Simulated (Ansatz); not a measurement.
Start from Ge in the diamond structure (space group Fd-3m, No. 227; a = 5.622 Å).

Perturbation: cell and atoms relaxed at a pressure of 15 GPa.

All numbers come from DFT with LDA, PAW potentials and a 420 eV plane-wave cutoff in Ansatz (an electronic-structure program), spin-orbit coupling left out.

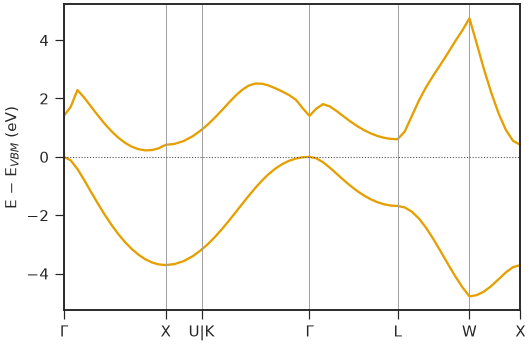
Highest valence and lowest conduction band along the path of the changed cell's own zone

Question: From the figure, how large is the changed gap, and is it direct?

Answer: About 0.2 eV, indirect, Γ → Γ–X (80 % along).

Load acts through the strain it causes; cell and atoms are relaxed under it. No phonon test of stability was made. Measured, Ge leaves this structure (for the β-tin structure) near 10.6 GPa (room temperature; as listed in arXiv:1906.07825).
